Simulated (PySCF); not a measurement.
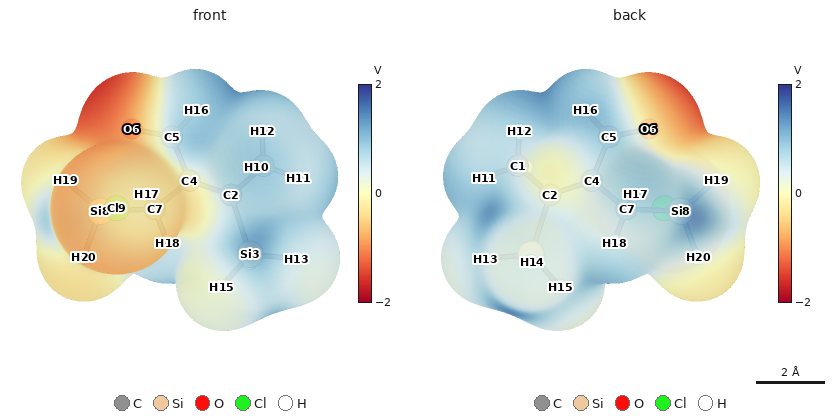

*C₅H₁₁ClOSi₂ (SMILES C/C([SiH3])=C(\C=O)C[SiH2]Cl). The molecular electrostatic potential painted on the density surface at 0.002 e/bohr³, seen from the front and from behind; the colour scale runs from red (negative) to blue (positive).*

Geometry: GFN2-xTB.

Computed with PySCF 2.14.0, PBE0/pcSseg-1, SCF density, gas phase, non-relativistic.

Input file:

```
{"job": {"kind": "nmr", "xc": "PBE0", "basis": "pcSseg-1"}, "charge": 0, "multiplicity": 1}
C     -1.961321    -0.128697     1.567649
C     -1.112047     0.156562     0.365537
Si    -1.563091     1.706925    -0.633644
C     -0.034091    -0.593354     0.053033
C      0.418339    -1.722721     0.851859
O      1.554799    -2.143414     0.795236
C      0.901113    -0.308802    -1.075185
Si     2.713408    -0.147853    -0.463892
Cl     2.698237     0.658316     1.388769
H     -1.489449     0.291247     2.456691
H     -2.939811     0.333814     1.464870
H     -2.102126    -1.194356     1.737247
H     -2.762419     2.287882    -0.026718
H     -1.863098     1.321475    -2.015904
H     -0.471338     2.679372    -0.585172
H     -0.308283    -2.198492     1.528760
H      0.865093    -1.141835    -1.779305
H      0.597889     0.585458    -1.613868
H      3.552168    -1.329879    -0.548062
H      3.300877     0.899032    -1.315172
```

Command:

```sh
OMP_NUM_THREADS=1 python probes_run.py task.json out
```

### Describe the electrostatic potential map.

The most negative region (about −1.5 V) lies over O6, the most positive (about +1.3 V) over Si3, Si8, H12 and H16. O6 is the likeliest acceptor of a hydrogen bond.
